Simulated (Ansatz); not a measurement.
# Te (trigonal-Te type, space group P3_121): frozen-phonon scan

Te (trigonal-Te type, space group P3_121)

```yaml
crystal:
  lattice:
    - [9.04180, 0.00000, 0.00000]
    - [-2.26045, 3.91521, 0.00000]
    - [0.00000, 0.00000, 5.95427]
  atoms:
    - { symbol: Te, position: [0.13406, 0.00000, 0.33333] }
    - { symbol: Te, position: [0.63406, 0.00000, 0.33333] }
    - { symbol: Te, position: [0.00000, 0.26811, 0.66667] }
    - { symbol: Te, position: [0.50000, 0.26811, 0.66667] }
    - { symbol: Te, position: [0.36594, 0.73189, 0.00000] }
    - { symbol: Te, position: [0.86594, 0.73189, 0.00000] }
```

The atoms are displaced by Q × the pattern below (from a DFPT mode at M = (0.5, 0.0, 0.0), largest move 1; Q in Å), at fixed cell. (q is in reciprocal vectors of the primitive cell; the cell shown is doubled to hold the pattern.)

| atom | x | y | z |
|---|---|---|---|
| Te1 | 0.415 | -0.533 | -0.119 |
| Te2 | -0.415 | 0.533 | 0.119 |
| Te3 | 0.500 | -0.866 | 0.000 |
| Te4 | -0.500 | 0.866 | 0.000 |
| Te5 | -0.254 | 0.626 | -0.119 |
| Te6 | 0.254 | -0.626 | 0.119 |

The numbers are results of PBE (plane waves to 420 eV, PAW, scalar-relativistic; Ansatz, a program for electronic structure), not measurements. k mesh 9×9×6 (Γ-centred), Fermi-Dirac smearing 0.05 eV. E stands for the smeared free energy. Spin-orbit coupling is left out, though Te is heavy. Te was relaxed with its symmetry unable to fall. The zero of ΔE is the undisplaced structure.

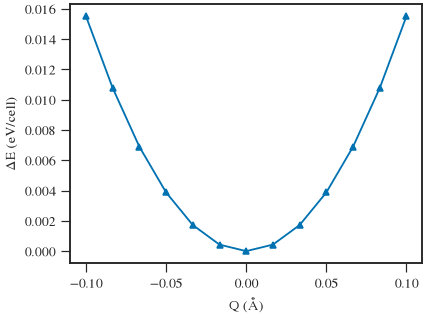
Figure: ΔE (eV/cell) against Q (Å); one marker a computed point.

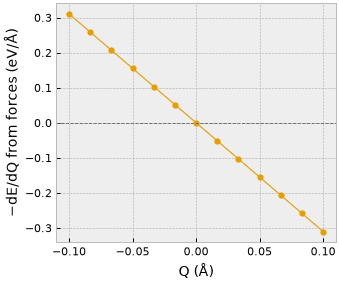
Figure: −dE/dQ from forces (eV/Å) against Q (Å); markers are the computed points, lines only join them.

The energy at Q = 0.100 Å is 15.5 meV/cell. Harmonic wavenumber from the curvature (finite differences): 41 cm⁻¹. Shape of the curve: a single well with its minimum at or next to zero displacement. Symmetry of the curve: even: the same for both signs. Space group of the distorted cell: P2 (No. 3), lowered from P3_121.

E″ = 3.10 eV/Å², M = Σ mᵢ|uᵢ|² = 495.5 u, ν̃ = 521.5·√(|E″|/M).

(A displaced cell: forces are minus the slopes of the energy, force constants its curvatures, and phonons follow from these.)
